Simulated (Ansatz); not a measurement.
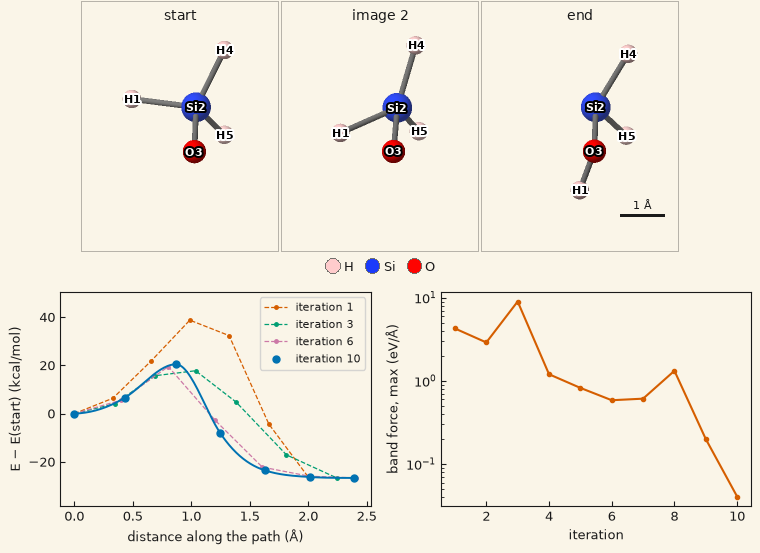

A search for the minimum-energy path of SiH₃O (multiplicity 2) by the nudged elastic band. Images are numbered from 0 (start) to 6 (end). The plot follows the band through its iterations. The picture is a ball-and-stick view, seen from a free direction.

Method: UKS PBE0-D4/def2-SVP in Ansatz. Run with 5 movable images; climbing image.

**Judge this run.**

The run is converged, with reservations. The band converged in 10 iterations. The largest component of the band force went from 4.3 to 0.041 eV/Å. The climbing image converged on the top of the path. Its curvatures weren't checked. The largest force component is 0.53 eV/Å at the start and 0.50 eV/Å at the end; an end with forces this large is no minimum, and the barrier measured from it can be far off. The first iteration put the highest image at 38.8 kcal/mol. Forward barrier 20.5 kcal/mol, backward barrier 47.1 kcal/mol, with image 2 at the top; the reaction energy is −26.7 kcal/mol.

The run took 53 s on 2 threads of Arm Neoverse V1 (shared host).
